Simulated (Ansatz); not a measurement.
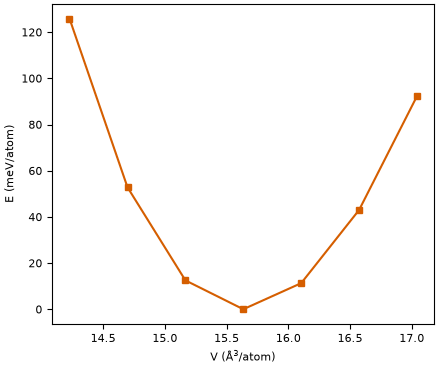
Figure: Mo (bcc (W type), space group No. 229) under volume change, the program Ansatz at the r²SCAN level (PAW), scaled uniformly.

What does a third-order Birch–Murnaghan fit give for V₀, B₀ and B′?

V₀ = 15.63 Å³/atom, B₀ = 271 GPa, B′ = 4.2.

Space group Im-3m (bcc (W type)). The r²SCAN relaxation kept the symmetry of its start. No spin polarisation was allowed.

Potentials: the later of the program's two PAW sets.
